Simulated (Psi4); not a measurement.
# A workflow on BH2Br− (SMILES [BH2-]Br)

We compute a geometry optimisation (UPBEh-3c/def2-mSVP), then the harmonic vibrations of BH2Br−. 

The results are computed with Psi4 1.11.

### 1 Starting point

The species is BH2Br− (4 atoms), meant as a doublet with charge -1. As SMILES, `[BH2-]Br`. The coordinates come from a GFN2-xTB relaxation. The run starts from this shape.

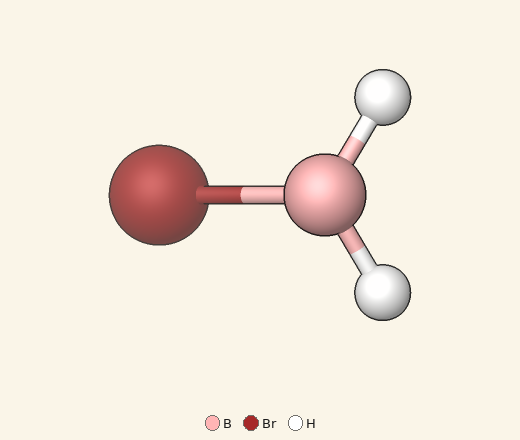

The structure, seen from a chosen angle (boron pink, bromine red, hydrogen white).

### 2 A geometry optimisation at UPBEh-3c/def2-mSVP (density fitting) (run 1)

Input file job.dat:

```
memory 1600 MB

molecule {
  -1 2
  B     -0.380570     0.148840     0.001750
  Br     1.540060     0.580870     0.661540
  H     -0.770230    -0.861690     0.547550
  H     -0.389260     0.131980    -1.210840
  units angstrom
  symmetry c1
}

set reference uks
set geom_maxiter 60

result, w = optimize("pbeh-3c", return_wfn=True)
```

Command:

```bash
$ psi4 job.dat job.out -n 1
```

job.out:

```text
[...]
  Running in c1 symmetry.
[...]
  Nuclear repulsion =   62.812559328775443
[...]
  Multiplicity = 2
[...]
  Nalpha       = 22
  Nbeta        = 21
[...]
    Number of basis functions: 51
[...]
   @DF-UKS iter   1: -2598.68661843452446   -1.72312e+00   2.53951e-02 DIIS/ADIIS
[...]
   @DF-UKS iter   7: -2599.00872002911728   -6.82121e-12   8.34953e-09 DIIS
[...]
   @S^2 Observed:                7.534019624E-01
[...]
    Orbital Energies [Eh]
    ---------------------
    Alpha Occupied:
       1A   -484.280760     2A    -62.941929     3A    -56.645396
       4A    -56.644205     5A    -56.643949     6A     -8.770107
       7A     -6.738503     8A     -6.540109     9A     -6.534869
      10A     -6.534237    11A     -2.554384    12A     -2.552823
      13A     -2.552346    14A     -2.547718    15A     -2.547711
      16A     -0.607318    17A     -0.329528    18A     -0.182809
      19A     -0.158982    20A     -0.127837    21A     -0.097898
      22A      0.031031
    Alpha Virtual:
      23A      0.290145    24A      0.410427    25A      0.415540
[...]
  @DF-UKS Final Energy: -2599.00872002911728
   => Energetics <=
    Nuclear Repulsion Energy =             62.4120360713118743
    One-Electron Energy =               -3751.2729881230475257
    Two-Electron Energy =                1145.6827599786251994
    DFT Exchange-Correlation Energy =     -55.8340913830551315
    Empirical Dispersion Energy =           0.0035634270486289
    VV10 Nonlocal Energy =                  0.0000000000000000
    Total Energy =                      -2599.0087200291172849
[...]
 Multipole Moments:
 ------------------------------------------------------------------------------------
     Multipole            Electronic (a.u.)      Nuclear  (a.u.)        Total (a.u.)
 ------------------------------------------------------------------------------------
 L = 1.  Multiply by 2.5417464519 to convert [e a0] to [Debye]
 Dipole X            :          5.9979990           -4.3013914            1.6966076
 Dipole Y            :          2.2232458           -1.9079067            0.3153391
 Dipole Z            :          2.5549032           -2.0093725            0.5455307
 Magnitude           :                                                    1.8098397
[...]
  -Total Gradient:
     Atom            X                  Y                   Z
    ------   -----------------  -----------------  -----------------
       1       -0.000175978224    -0.000014761877    -0.000046569889
       2        0.000060026849    -0.000011489869     0.000006482678
       3        0.000059669960     0.000006433329     0.000029781114
       4        0.000063905390     0.000017375206     0.000010576387
[...]
    Final optimized geometry and variables:
    Molecular point group: c1
    Full point group: C1
    Geometry (in Angstrom), charge = -1, multiplicity = 2:
    B           -1.623685272124    -0.426243166331    -0.592405334212
    BR           0.274667228715     0.081620197856     0.105589599797
    H           -2.079909010692    -1.374710381313    -0.000887178892
    H           -1.691215929162    -0.360401466175    -1.796036299584
    Psi4 run time: 0:00:49.32
[...]
```

On the terminal:

```text
Optimizer: Optimization complete!
```

Run time: 52 s. Hardware: 1 thread of Intel Xeon at 2.50GHz (Skylake/Cascade Lake), shared host; peak memory 0.35 GiB.

Step by step:

```csv
step,energy from the first frame kept (eV),largest force (eV/Å)
0,0.0000,0.5030
1,-0.0188,0.2890
2,-0.0251,0.1098
3,-0.0265,0.0449
4,-0.0266,0.0206
5,-0.0266,0.0094
```

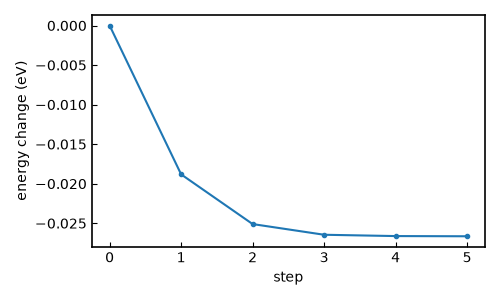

Energy along the run.

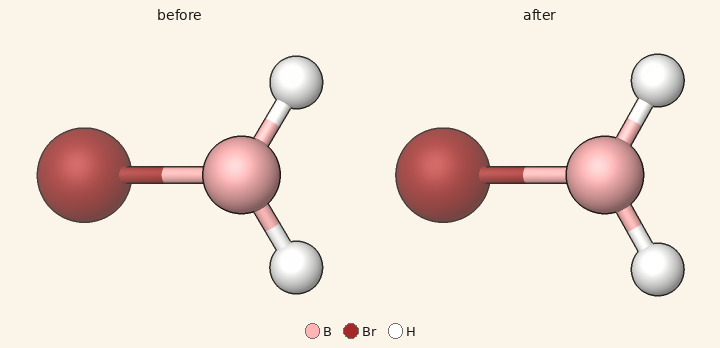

Before and after, at one scale.

After the run. Bond lengths: B1–Br2 2.085 Å, B1–H3 1.207 Å, B1–H4 1.207 Å. Angles: Br2–B1–H3 111.8°, Br2–B1–H4 111.8°, H3–B1–H4 120.7°.

### 3 Vibrational wavenumbers at UPBEh-3c/def2-mSVP (density fitting) (run 2)

Input file bbrh2.in:

```
memory 1600 mb

molecule molecule1 {
  -1 2
  B     -0.360074     0.082163    -0.031642
  Br     1.538279     0.590026     0.666353
  H     -0.816298    -0.866305     0.559876
  H     -0.427604     0.148004    -1.235273
}

set {
  reference uks
  t 298.15
  rotational_symmetry_number 1
}

frequency('pbeh-3c')
```

Command:

```bash
$ psi4 -i bbrh2.in -o bbrh2.out -n 1
```

bbrh2.out:

```text
[...]
  Running in c1 symmetry.
[...]
  Nuclear repulsion =   62.412024573928093
[...]
  Multiplicity = 2
[...]
  Nalpha       = 22
  Nbeta        = 21
[...]
    Number of basis functions: 51
[...]
   @DF-UKS iter   1: -2598.68741386026204   -1.73199e+00   2.53840e-02 DIIS/ADIIS
[...]
   @DF-UKS iter  12: -2599.00871796217143   -5.00222e-12   5.97593e-09 DIIS
[...]
   @S^2 Observed:                7.534084227E-01
[...]
    Orbital Energies [Eh]
    ---------------------
    Alpha Occupied:
       1A   -484.280791     2A    -62.941960     3A    -56.645427
       4A    -56.644236     5A    -56.643980     6A     -8.770139
       7A     -6.738816     8A     -6.540141     9A     -6.534901
      10A     -6.534268    11A     -2.554416    12A     -2.552855
      13A     -2.552377    14A     -2.547749    15A     -2.547742
      16A     -0.607353    17A     -0.329358    18A     -0.182764
      19A     -0.158939    20A     -0.127869    21A     -0.097905
      22A      0.030992
    Alpha Virtual:
      23A      0.290103    24A      0.409947    25A      0.415602
[...]
  @DF-UKS Final Energy: -2599.00871796217143
   => Energetics <=
    Nuclear Repulsion Energy =             62.4037018503943983
    One-Electron Energy =               -3751.2554568780569753
    Two-Electron Energy =                1145.6731172268259797
    DFT Exchange-Correlation Energy =     -55.8336424864212830
    Empirical Dispersion Energy =           0.0035623250866816
    VV10 Nonlocal Energy =                  0.0000000000000000
    Total Energy =                      -2599.0087179621714313
[...]
 Multipole Moments:
 ------------------------------------------------------------------------------------
     Multipole            Electronic (a.u.)      Nuclear  (a.u.)        Total (a.u.)
 ------------------------------------------------------------------------------------
 L = 1.  Multiply by 2.5417464519 to convert [e a0] to [Debye]
 Dipole X            :          5.9984007           -4.3013920            1.6970088
 Dipole Y            :          2.2235226           -1.9079075            0.3156151
 Dipole Z            :          2.5559035           -2.0093729            0.5465307
 Magnitude           :                                                    1.8105655
[...]
  -Total Gradient:
     Atom            X                  Y                   Z
    ------   -----------------  -----------------  -----------------
       1       -0.000039920949     0.000177319586     0.000463141114
       2        0.000057390529    -0.000024542714     0.000026999973
       3       -0.000052106908    -0.000291701864     0.000330626728
       4        0.000042250269     0.000136502300    -0.000820546941
[...]
  ==> Harmonic Vibrational Analysis <==
[...]
  Freq [cm^-1]                 452.7438            665.9488            815.7044
[...]
  IR activ [km/mol]            25.0807              3.6549              0.4339
[...]
  Freq [cm^-1]                1137.5688           2528.0769           2621.8892
[...]
  IR activ [km/mol]            119.7644            156.7030            245.1644
[...]
  Total E_0, Enthalpy at 0 [K]                                                        -2598.98998909 [Eh]
[...]
  Total H, Enthalpy at  298.15 [K]                                                    -2598.98572817 [Eh]
[...]
  Total G, Gibbs energy at  298.15 [K]                                                -2599.01548743 [Eh]
[...]
```

The script printed:

```text
Warning: used thermodynamics relations inappropriate for low-frequency modes: ['452.7438']
```

Run time: 2.9 min. Hardware: 1 thread of Intel Xeon at 2.50GHz (Skylake/Cascade Lake), shared host; peak memory 0.38 GiB.

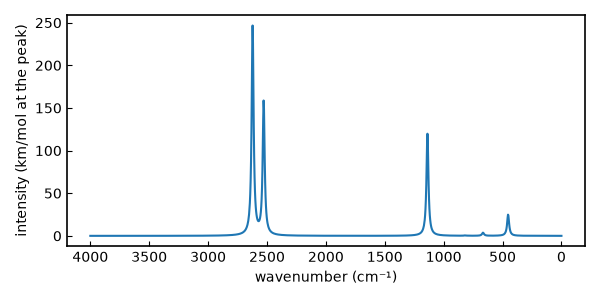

Harmonic infrared spectrum, unscaled, lines broadened by 10 cm⁻¹.

### 4 Outcome

| quantity | value |
| --- | --- |
| run 1, UPBEh-3c/def2-mSVP: total energy at the end | -2599.00872 Eh |
| run 1, UPBEh-3c/def2-mSVP: HOMO energy (highest over α and β) | 0.84 eV |
| run 1, UPBEh-3c/def2-mSVP: LUMO energy (lowest over α and β) | 6.16 eV |
| run 1, UPBEh-3c/def2-mSVP: ⟨S²⟩ | 0.753 |
| run 2, UPBEh-3c/def2-mSVP: lowest harmonic wavenumber | 453 cm⁻¹ |
| run 2, UPBEh-3c/def2-mSVP: highest harmonic wavenumber | 2622 cm⁻¹ |
| run 2, UPBEh-3c/def2-mSVP: zero-point energy | 49.2 kJ/mol |
| run 2, UPBEh-3c/def2-mSVP: ideal-gas entropy at 298.15 K (symmetry number 1 as used) | 62.6 cal/(mol K) |

What this shows: The optimisation (run 1, UPBEh-3c/def2-mSVP) took 6 steps and changed the energy by -0.027 eV. The HOMO (run 1, UPBEh-3c/def2-mSVP) lies at positive energy, 0.84 eV; only total energies tell whether the electron is bound. All 6 modes (run 2, UPBEh-3c/def2-mSVP) are real, so the shape is a minimum at this level.
